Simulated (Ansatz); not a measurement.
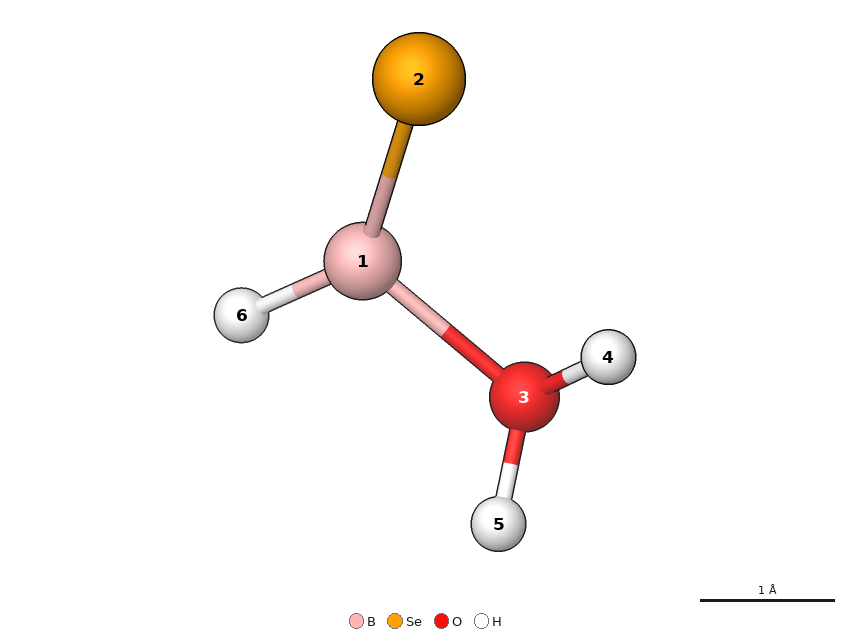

The computed structure is the end point of a PBE0-D4/def2-TZVP optimisation. No frequency run is at hand to confirm it as a minimum.

Which atoms are bonded, and how long are the bonds?

| bond | length (Å) |
| --- | --- |
| B1–Se2 | 1.812 |
| B1–O3 | 1.588 |
| B1–H6 | 1.191 |
| O3–H4 | 0.982 |
| O3–H5 | 0.970 |
